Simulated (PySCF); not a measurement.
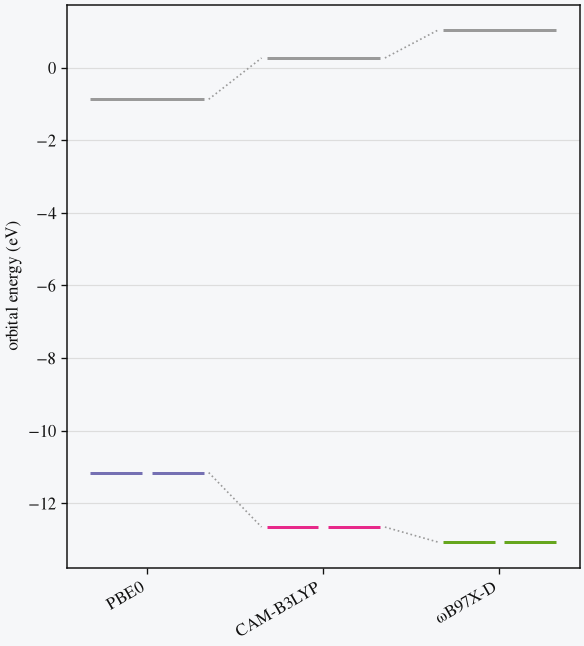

Frontier orbital energies of C₂F₃N, SMILES N#CC(F)(F)F at one geometry, aug-cc-pVTZ, PySCF 2.14.0, at a PBE0-D3(BJ)/def2-TZVP geometry (no frequency check). Empty levels are grey, levels within 0.1 eV stand side by side; all columns show the same few orbitals around the gap. Dotted lines join the HOMOs and the LUMOs.

> Compare the HOMO-LUMO separations.

The separation grows from 10.28 eV (PBE0) to 14.10 eV (ωB97X-D).

| level | HOMO (eV) | LUMO (eV) | separation (eV) |
| --- | --- | --- | --- |
| PBE0 | −11.16 | −0.87 | 10.28 |
| CAM-B3LYP | −12.66 | 0.27 | 12.92 |
| ωB97X-D | −13.07 | 1.03 | 14.10 |

Caveats, for all or some of the runs: empty levels above zero depend strongly on the basis.
